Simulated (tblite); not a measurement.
**Geometry relaxation, with input and output: C6H11O2PSi (part 4 of 4)**

The same run, continued: C6H11O2PSi, SMILES COC1=C(C)C=C([SiH3])[P@H]1=O; GFN2-xTB geometry optimisation, gas phase (tblite 0.8.0). 

Geometry of the input (Å):
```
C  -2.4681  1.7682  -0.5018
O  -2.1134  0.8213  0.4804
C  -0.8409  0.2866  0.2886
C  -0.4883  -0.9174  0.7370
C  -1.3355  -1.8876  1.5155
C  0.8785  -1.2693  0.4172
C  1.5160  -0.3009  -0.2705
Si 3.1994  -0.1953  -0.8895
P  0.5044  1.1183  -0.5786
O  0.2771  1.5636  -2.0055
H  -3.5148  2.0682  -0.3124
H  -1.8544  2.6632  -0.4310
H  -2.4351  1.3354  -1.4937
H  -1.4235  -2.8319  0.9603
H  -2.3478  -1.4912  1.6791
H  -0.8935  -2.0932  2.4996
H  1.3219  -2.2113  0.7203
H  3.2892  -0.7076  -2.2850
H  3.6693  1.2059  -0.8174
H  4.1009  -1.0198  -0.0417
H  0.9497  2.1117  0.3286
```

Trajectory as extended XYZ, continued:
```
21
Properties=species:S:1:pos:R:3:forces:R:3 step=110 energy=-839.53246
C    -2.5049    1.8203   -0.4570   -0.0010  -0.0060   0.0010
O    -2.2325    0.6710    0.3099    0.0070  -0.0010   0.0100
C    -0.9834    0.1952    0.1604    0.0060   0.0070   0.0020
C    -0.5064   -0.9374    0.7280   -0.0040  -0.0050  -0.0100
C    -1.3061   -1.8853    1.5594   -0.0030   0.0010  -0.0010
C     0.8959   -1.1758    0.4461    0.0060   0.0100   0.0160
C     1.5484   -0.2766   -0.3151   -0.0030   0.0030   0.0010
Si    3.3288   -0.2279   -0.8855    0.0020   0.0030  -0.0040
P     0.3839    1.0304   -0.7303   -0.0080   0.0100  -0.0080
O     0.2166    1.4391   -2.1267    0.0090   0.0060   0.0080
H    -3.4941    2.1670   -0.1624   -0.0040  -0.0050   0.0010
H    -1.7614    2.6035   -0.2584   -0.0050   0.0040   0.0000
H    -2.4911    1.5909   -1.5265   -0.0030   0.0020  -0.0090
H    -1.2519   -2.8921    1.1466    0.0030   0.0010   0.0020
H    -2.3441   -1.5669    1.5918   -0.0030  -0.0010   0.0020
H    -0.9139   -1.9168    2.5758   -0.0010  -0.0060   0.0020
H     1.3702   -2.0611    0.8445    0.0000  -0.0090  -0.0050
H     3.3922   -0.3656   -2.3389   -0.0030  -0.0020   0.0020
H     3.9042    1.0570   -0.4746    0.0050  -0.0080   0.0010
H     4.0197   -1.3338   -0.2204    0.0030  -0.0070   0.0000
H     0.7209    2.0817    0.1329   -0.0030   0.0030  -0.0120
21
Properties=species:S:1:pos:R:3:forces:R:3 step=114 energy=-839.53264
C    -2.5053    1.8193   -0.4585   -0.0020   0.0020   0.0010
O    -2.2317    0.6743    0.3145    0.0010   0.0020  -0.0050
C    -0.9832    0.1975    0.1633    0.0010  -0.0070   0.0000
C    -0.5070   -0.9372    0.7273    0.0060   0.0080   0.0150
C    -1.3055   -1.8843    1.5606    0.0020  -0.0050   0.0030
C     0.8962   -1.1743    0.4473   -0.0050  -0.0110  -0.0100
C     1.5478   -0.2752   -0.3147    0.0070   0.0040   0.0060
Si    3.3287   -0.2281   -0.8846    0.0000  -0.0080   0.0020
P     0.3823    1.0312   -0.7305    0.0110  -0.0010  -0.0030
O     0.2137    1.4346   -2.1280    0.0050   0.0130  -0.0040
H    -3.4949    2.1668   -0.1657   -0.0020  -0.0090  -0.0020
H    -1.7628    2.6044   -0.2627   -0.0050   0.0010  -0.0030
H    -2.4903    1.5856   -1.5275   -0.0050   0.0000   0.0090
H    -1.2441   -2.8928    1.1533   -0.0030  -0.0030  -0.0030
H    -2.3453   -1.5711    1.5887    0.0030  -0.0010   0.0010
H    -0.9157   -1.9096    2.5783   -0.0060  -0.0010   0.0000
H     1.3700   -2.0625    0.8403   -0.0060   0.0050   0.0040
H     3.3890   -0.3472   -2.3396    0.0000   0.0000   0.0000
H     3.9116    1.0473   -0.4554    0.0050  -0.0040  -0.0010
H     4.0164   -1.3462   -0.2354   -0.0070   0.0020  -0.0040
H     0.7212    2.0845    0.1285   -0.0020   0.0120  -0.0070
21
Properties=species:S:1:pos:R:3:forces:R:3 step=117 energy=-839.53284
C    -2.5073    1.8169   -0.4597   -0.0040   0.0050  -0.0010
O    -2.2302    0.6751    0.3168   -0.0050   0.0020  -0.0090
C    -0.9819    0.1984    0.1644    0.0010  -0.0020  -0.0020
C    -0.5059   -0.9359    0.7295   -0.0020   0.0080  -0.0110
C    -1.3053   -1.8831    1.5621    0.0060   0.0050   0.0050
C     0.8966   -1.1735    0.4473   -0.0030  -0.0080   0.0000
C     1.5493   -0.2721   -0.3109    0.0070  -0.0040  -0.0120
Si    3.3292   -0.2299   -0.8839    0.0100  -0.0050   0.0170
P     0.3831    1.0329   -0.7311    0.0060   0.0010   0.0070
O     0.2154    1.4353   -2.1292    0.0050  -0.0060   0.0040
H    -3.4974    2.1631   -0.1676   -0.0040  -0.0080   0.0050
H    -1.7664    2.6041   -0.2675   -0.0030   0.0050  -0.0010
H    -2.4939    1.5806   -1.5280    0.0010  -0.0070   0.0050
H    -1.2387   -2.8936    1.1606    0.0000   0.0030  -0.0060
H    -2.3461   -1.5728    1.5848    0.0000  -0.0010  -0.0040
H    -0.9204   -1.9011    2.5814   -0.0010  -0.0080   0.0130
H     1.3696   -2.0633    0.8375   -0.0010   0.0060   0.0080
H     3.3835   -0.3267   -2.3398    0.0020  -0.0010  -0.0180
H     3.9240    1.0337   -0.4365    0.0020   0.0010  -0.0010
H     4.0149   -1.3608   -0.2544   -0.0170   0.0020  -0.0040
H     0.7189    2.0898    0.1238    0.0000   0.0120   0.0060
21
Properties=species:S:1:pos:R:3:forces:R:3 step=121 energy=-839.53304
C    -2.5089    1.8152   -0.4634   -0.0020  -0.0040   0.0000
O    -2.2307    0.6746    0.3145    0.0020  -0.0010   0.0020
C    -0.9820    0.1987    0.1633    0.0030   0.0000   0.0030
C    -0.5055   -0.9345    0.7302    0.0020   0.0000   0.0040
C    -1.3034   -1.8815    1.5651   -0.0020   0.0000  -0.0030
C     0.8972   -1.1718    0.4485    0.0020   0.0020   0.0030
C     1.5509   -0.2698   -0.3084   -0.0010   0.0020  -0.0010
Si    3.3302   -0.2308   -0.8844   -0.0090   0.0020  -0.0180
P     0.3845    1.0354   -0.7286    0.0010   0.0000   0.0010
O     0.2195    1.4377   -2.1271    0.0040  -0.0050   0.0020
H    -3.4983    2.1611   -0.1686   -0.0020   0.0000  -0.0010
H    -1.7669    2.6027   -0.2757   -0.0090   0.0000   0.0010
H    -2.4982    1.5749   -1.5307   -0.0020   0.0020  -0.0030
H    -1.2316   -2.8935    1.1678    0.0050   0.0060  -0.0030
H    -2.3459   -1.5765    1.5815    0.0020   0.0030   0.0010
H    -0.9235   -1.8942    2.5868   -0.0010  -0.0010  -0.0070
H     1.3698   -2.0613    0.8396    0.0010   0.0010   0.0030
H     3.3772   -0.3076   -2.3431    0.0050   0.0070   0.0070
H     3.9357    1.0204   -0.4174    0.0020   0.0020  -0.0050
H     4.0078   -1.3770   -0.2773   -0.0040  -0.0150   0.0100
H     0.7134    2.0948    0.1269    0.0050  -0.0040   0.0040
21
Properties=species:S:1:pos:R:3:forces:R:3 step=124 energy=-839.53314
C    -2.5108    1.8147   -0.4634   -0.0020  -0.0040   0.0000
O    -2.2295    0.6766    0.3169   -0.0030  -0.0020   0.0030
C    -0.9808    0.2008    0.1649    0.0000   0.0010   0.0070
C    -0.5049   -0.9332    0.7307    0.0050   0.0050   0.0080
C    -1.3026   -1.8809    1.5649   -0.0010   0.0010  -0.0030
C     0.8974   -1.1711    0.4480    0.0020   0.0020   0.0060
C     1.5513   -0.2689   -0.3084    0.0020   0.0030   0.0080
Si    3.3305   -0.2323   -0.8844   -0.0010  -0.0090   0.0090
P     0.3856    1.0370   -0.7278    0.0000  -0.0040  -0.0010
O     0.2202    1.4355   -2.1273    0.0000   0.0000  -0.0070
H    -3.5018    2.1578   -0.1700    0.0010  -0.0020  -0.0030
H    -1.7720    2.6053   -0.2763   -0.0070  -0.0010  -0.0010
H    -2.4983    1.5722   -1.5303   -0.0020   0.0040   0.0000
H    -1.2284   -2.8924    1.1676    0.0020  -0.0050  -0.0090
H    -2.3454   -1.5776    1.5804   -0.0040   0.0060  -0.0010
H    -0.9246   -1.8947    2.5873    0.0040   0.0070  -0.0050
H     1.3693   -2.0614    0.8384    0.0020   0.0020   0.0000
H     3.3762   -0.3017   -2.3424    0.0080   0.0010  -0.0120
H     3.9410    1.0153   -0.4140    0.0010   0.0020  -0.0020
H     4.0037   -1.3835   -0.2790   -0.0120   0.0010  -0.0030
H     0.7151    2.0995    0.1236    0.0030  -0.0110   0.0060
21
Properties=species:S:1:pos:R:3:forces:R:3 step=128 energy=-839.53336
C    -2.5152    1.8103   -0.4670   -0.0030   0.0060   0.0010
O    -2.2295    0.6754    0.3163    0.0000   0.0030  -0.0010
C    -0.9791    0.2032    0.1668   -0.0020   0.0050  -0.0050
C    -0.5023   -0.9295    0.7342   -0.0020   0.0010   0.0000
C    -1.3017   -1.8788    1.5644    0.0030   0.0010   0.0000
C     0.9000   -1.1673    0.4523    0.0000   0.0020   0.0070
C     1.5543   -0.2642   -0.3027    0.0000   0.0000   0.0050
Si    3.3307   -0.2360   -0.8870    0.0000   0.0110   0.0030
P     0.3886    1.0412   -0.7223   -0.0020  -0.0010  -0.0030
O     0.2283    1.4403   -2.1223   -0.0060   0.0070   0.0030
H    -3.5060    2.1520   -0.1726   -0.0140  -0.0050   0.0000
H    -1.7800    2.6045   -0.2834    0.0100   0.0000   0.0020
H    -2.5047    1.5665   -1.5335    0.0030  -0.0050   0.0000
H    -1.2250   -2.8893    1.1644   -0.0070   0.0010   0.0000
H    -2.3447   -1.5750    1.5789    0.0030  -0.0030  -0.0050
H    -0.9252   -1.8936    2.5871    0.0030  -0.0010   0.0030
H     1.3710   -2.0585    0.8413    0.0050   0.0000   0.0010
H     3.3725   -0.2938   -2.3459    0.0040  -0.0040  -0.0060
H     3.9530    1.0048   -0.4132   -0.0010  -0.0040   0.0010
H     3.9933   -1.3970   -0.2904    0.0010  -0.0060  -0.0010
H     0.7128    2.1017    0.1340    0.0050  -0.0070  -0.0050
21
Properties=species:S:1:pos:R:3:forces:R:3 step=131 energy=-839.53343
C    -2.5165    1.8100   -0.4677    0.0000   0.0000   0.0000
O    -2.2298    0.6766    0.3175   -0.0010   0.0010   0.0000
C    -0.9793    0.2047    0.1677   -0.0020  -0.0030  -0.0010
C    -0.5020   -0.9279    0.7352    0.0000  -0.0010  -0.0010
C    -1.3006   -1.8787    1.5645    0.0000   0.0010   0.0010
C     0.9004   -1.1652    0.4538    0.0020   0.0010  -0.0010
C     1.5547   -0.2617   -0.3008    0.0000   0.0010  -0.0030
Si    3.3307   -0.2361   -0.8873   -0.0030  -0.0060  -0.0070
P     0.3882    1.0426   -0.7216    0.0010  -0.0010   0.0000
O     0.2278    1.4412   -2.1217   -0.0050   0.0060   0.0010
H    -3.5085    2.1504   -0.1747    0.0010  -0.0030  -0.0020
H    -1.7810    2.6046   -0.2849   -0.0030  -0.0010   0.0010
H    -2.5045    1.5637   -1.5338    0.0000   0.0000   0.0030
H    -1.2229   -2.8890    1.1641   -0.0030   0.0030  -0.0010
H    -2.3440   -1.5766    1.5777    0.0000   0.0000  -0.0010
H    -0.9248   -1.8935    2.5875    0.0000  -0.0010  -0.0010
H     1.3717   -2.0571    0.8413    0.0030   0.0050   0.0040
H     3.3729   -0.2915   -2.3470    0.0000   0.0000   0.0070
H     3.9585    0.9997   -0.4094    0.0010   0.0040   0.0020
H     3.9883   -1.4025   -0.2953    0.0020  -0.0040  -0.0010
H     0.7117    2.1034    0.1342    0.0070  -0.0020  -0.0010
```

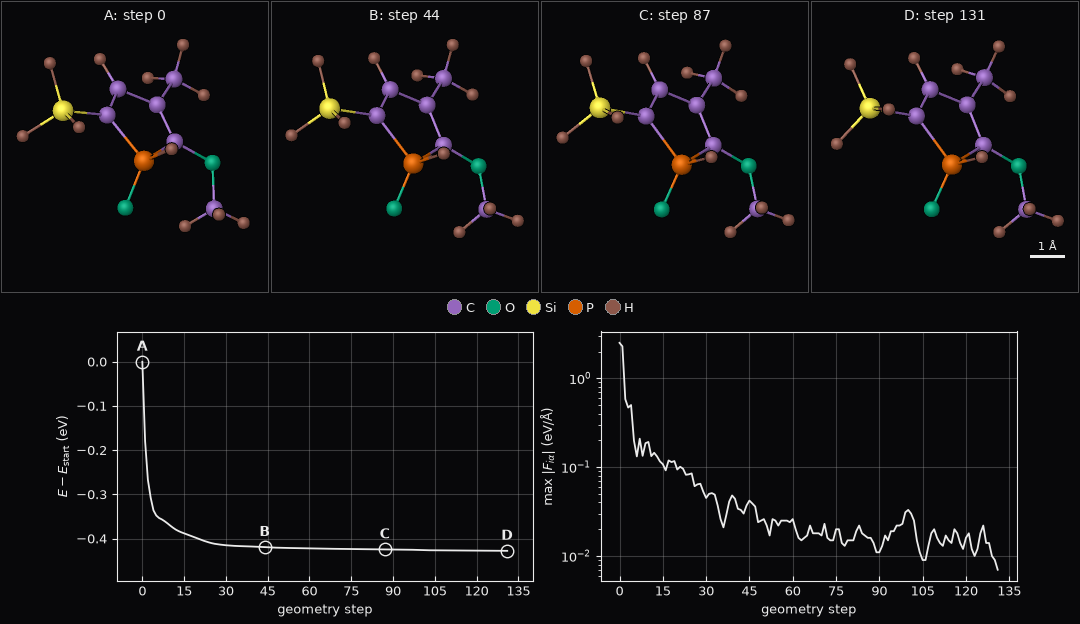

**Figure 1.** Frames of the relaxation (ball-and-stick view, seen at a tilt) above the curves, on which the letters mark them (steps are counted from 0).

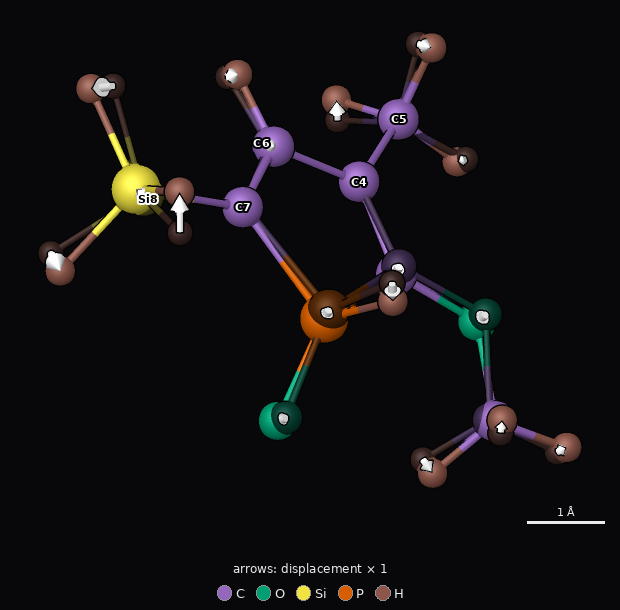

**Figure 2.** Start (faint) and end (solid) with the displacements as white arrows, at true length (ball-and-stick view, seen at a tilt). The two geometries are laid on each other by the best rigid fit. The energy falls by 0.428 eV in 131 geometry steps. Largest force component: 2.5 eV/Å at the start, 0.007 eV/Å at the end. The largest move after the best rigid fit is that of H19, 0.54 Å. By element the largest moves are H 0.54 Å, O 0.25 Å, C 0.20 Å, P 0.20 Å, Si 0.14 Å. Among the contacts that change: C7–Si8 1.797 → 1.871 Å, O2–C3 1.394 → 1.345 Å, P9–O10 1.512 → 1.465 Å, C3–P9 1.804 → 1.834 Å. Among the angles that change: Si8–C7–P9 115.4° → 122.2°, C6–C7–P9 113.2° → 107.6°, C4–C6–C7 112.6° → 118.0°. (Atoms are counted from 1 in the order of the input.)

Summary:

- outcome: converged
- total energy: −839.5334 eV
- hardware: 1 CPU thread, shared host
- wall time: 1.6 s
- peak memory: 0.18 GiB
